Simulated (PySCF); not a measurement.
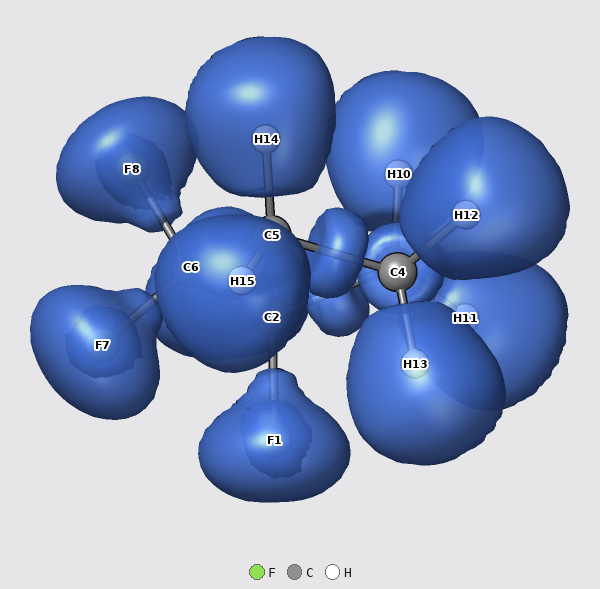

C5H7F3. Isosurface of the ELF at 0.75 (blue), seen from one side. Only the valence region is drawn (cores and ρ < 0.01 e/Å³ removed).

Geometry: GFN2-xTB.

The calculation used wB97X-D/def2-SVPD, SCF density, gas phase (PySCF 2.14.0).

Input file:

```
{"job": {"kind": "uv", "xc": "wB97X-D", "basis": "def2-SVPD", "nstates": 8, "ntriplets": 3}, "charge": 0, "multiplicity": 1}
F      0.825051    -1.355264    -1.460669
C      0.527059    -1.145237    -0.137749
C     -0.963487    -0.872447     0.023384
C     -1.096227     0.591229    -0.403452
C      0.134495     1.273716     0.203885
C      1.188616     0.169278     0.335174
F      2.325858     0.442337    -0.343929
F      1.583346     0.020952     1.635591
H      0.906071    -2.009580     0.415844
H     -1.237899    -1.002072     1.070219
H     -1.554821    -1.546701    -0.592368
H     -2.025788     1.040592    -0.061264
H     -1.057179     0.653785    -1.491215
H     -0.076451     1.663953     1.199483
H      0.516941     2.083446    -0.414846
```

Launched as:

```sh
OMP_NUM_THREADS=1 python probes_run.py task.json out
```

> Identify the bonds, lone pairs and shells in this picture.

The ELF exceeds this value in five regions between bonded C–C atoms (shared pairs), seven regions around hydrogen nuclei and three regions on F in which the atom's valence shell and bonds are merged.

Values along the shortest contacts:
C–F (1.35 Å): the ELF peaks at about 0.85 between the atoms; a polar covalent bond. C–C (1.52 Å): the ELF peaks at about 0.95 between the atoms: localised, covalent bonding.
